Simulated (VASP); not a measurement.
Band structure of CsPbBr3 (space group Pm-3m). Calculation: PBE GGA, VASP's PBE PAW potentials (set 64) (plane waves; VASP).

Unless said otherwise, spin-orbit coupling is left out, though it shifts the bands of the heavy elements here.

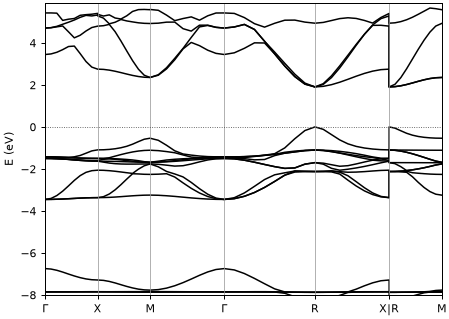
*Bands along high-symmetry lines, zero at the valence-band maximum or, without a gap, the Fermi level*

**Question.** Read the plot: is there a gap, and where are the band edges?

**Answer.** The gap is direct, 1.90 eV, from the valence maximum at R to the conduction minimum at R.

The structure comes from a computed database's CsPbBr3 entry; how it stands against other phases isn't given here. The cell was not relaxed at this level.
